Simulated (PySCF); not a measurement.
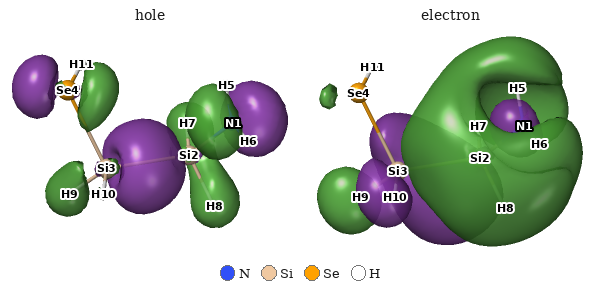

H₇NSeSi₂, SMILES `N[SiH2][SiH2][SeH]`. Leading natural transition orbital pair of S₃ (TDHF singlet states); the surfaces enclose about 78 % of each orbital's density.

Level of theory: HF/def2-SVPD (PySCF), at a geometry from GFN2-xTB. No frequency check shows the geometry to be a minimum. GFN2-xTB bond lengths at metals and heavier atoms can be off by up to 0.1 Å and shapes distorted, which carries into these values.

Input

```python
import numpy as np
from pyscf import gto, scf, dft, tdscf
from pyscf.scf import atom_ks, atom_hf
from scipy.linalg import block_diag

def solve(mol, dm0=None, hcore=None):
    mf = scf.UHF(mol) if mol.spin else scf.RHF(mol)
    mf = mf.density_fit(auxbasis='def2-universal-jkfit')
    mf.conv_tol, mf.max_cycle = 1e-8, 80
    if hcore is not None:
        mf.get_hcore = lambda *args: hcore
    mf.kernel(dm0)
    if not mf.converged:
        mf = mf.newton().run(mf.mo_coeff, mf.mo_occ, max_cycle=30)
    assert mf.converged, 'SCF not converged'
    return mf

mol = gto.M(atom='''
N      2.56500     1.23299     0.42966
Si     2.10576    -0.20854    -0.39355
Si     0.07730    -1.16077     0.26301
Se    -1.67453     0.33288    -0.02454
H      2.00675     2.06410     0.31173
H      2.88301     1.17583     1.38378
H      2.06812     0.18763    -1.80515
H      3.18889    -1.15307    -0.12122
H     -0.34404    -2.36048    -0.46632
H     -0.09998    -1.45648     1.68724
H     -1.28665     0.76383    -1.33574
''', basis='def2-svpd', charge=0, spin=0, verbose=4)
mf = solve(mol)
td = mf.TDHF()
td.nstates, td.singlet, td.conv_tol = 6, True, 1e-5
td.kernel()
td.analyze()
x, y = np.array([p[0] for p in td.xy]), np.array([p[1] + 0 * p[0] for p in td.xy])
f, mu = td.oscillator_strength(), td.transition_dipole()
nto = [td.get_nto(state=i + 1, verbose=4) for i in range(len(td.e))]
# spherically averaged free atoms, for the promolecule
atm = scf.atom_hf.get_atm_nrhf(mol)
pro = block_diag(*[(atm[a[0]][2] * atm[a[0]][3]) @ atm[a[0]][2].T for a in mol._atom])
np.savez('result.npz', e=td.e, f=f, ok=td.converged, w=[n[0] for n in nto], nto=[n[1] for n in nto], x=x, y=y, c=mf.mo_coeff, occ=mf.mo_occ, eps=mf.mo_energy, pro=pro, mu=mu)
```

Command:

```sh
OMP_NUM_THREADS=1 python input.py
```

The run took 13 min on 1 thread of Intel(R) Xeon(R) Processor @ 2.50GHz (Skylake/Cascade Lake) (shared host), peak memory 0.59 GiB.

Question: Where does the state lie, and where do hole and electron sit?

Answer: 6.69 eV (185 nm), f = 0.023; the leading pair carries 90 %; hole on N1 (27 %), Si3 (21 %) and Si2 (20 %), electron on Si2 (34 %), Si3 (21 %) and N1 (9 %); their centroids lie 0.4 Å apart. The HOMO–LUMO gap is 11.14 eV.
